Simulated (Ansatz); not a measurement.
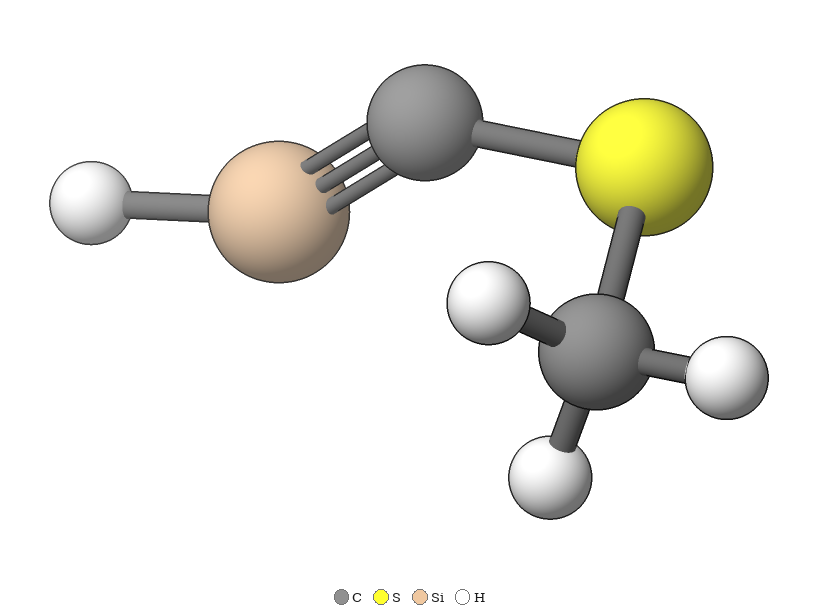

The picture shows the input geometry.

The calculation was set up as follows.

```yaml
crystal:
  periodic: [false, false, false]
  atoms:
    - {symbol: C, position_ang: [0.002350, 1.470900, -0.386700]}
    - {symbol: S, position_ang: [0.873810, 0.596640, 0.975540]}
    - {symbol: C, position_ang: [0.736190, -1.031760, 0.487950]}
    - {symbol: Si, position_ang: [-0.405080, -2.298200, 0.624990]}
    - {symbol: H, position_ang: [0.434200, 1.166930, -1.334560]}
    - {symbol: H, position_ang: [-1.052050, 1.213010, -0.351530]}
    - {symbol: H, position_ang: [0.142300, 2.534460, -0.227410]}
    - {symbol: H, position_ang: [-0.731730, -3.651990, 0.211730]}
basis:
  gaussian: {orbitals: def2-TZVP}
hamiltonian: {xc: pbe0, dispersion: d4}
relax: {f_tol: 0.005, max_steps: 200}
```

Command:

```sh
ansatz run in.yaml --threads 2 --pin off --events-out ev --progress --plain --max-ram 4352MiB
```

Result (its end):

```
mean field -20840.82224652 eV, -765.8860911430 hartree, gradient 2.4e-5 eV, S^2 0.000000; 1 other end points of the search recorded, 0 dependent functions left out
the calculation of the forces begins
reference -20840.82227523 eV, -765.8860921979 hartree; 23, 23 occupied and 137, 137 virtual orbitals, 1075 factors
Total energy: -20840.98347761 eV, -765.8920162762 hartree
Atom 0 at     0.043600     1.434719    -0.421762 Å, force     0.000247     0.000703    -0.001658 eV/Å
Atom 1 at     0.828004     0.356169     0.816614 Å, force     0.002551     0.003190     0.000084 eV/Å
Atom 2 at     0.085085    -1.058421     0.742091 Å, force    -0.002461    -0.003948     0.001962 eV/Å
Atom 3 at    -0.779173    -2.523078     0.941159 Å, force    -0.000078     0.000183    -0.000375 eV/Å
Atom 4 at     0.164039     0.992734    -1.409274 Å, force    -0.000253     0.000114     0.000791 eV/Å
Atom 5 at    -1.012193     1.545651    -0.180629 Å, force     0.000174    -0.000047    -0.000058 eV/Å
Atom 6 at     0.546233     2.402208    -0.377712 Å, force    -0.000472    -0.000484    -0.000003 eV/Å
Atom 7 at     0.124395    -3.149992    -0.110478 Å, force     0.000292     0.000289    -0.000743 eV/Å
Dipole moment:     0.050930     0.522960    -0.254714 e Å
```
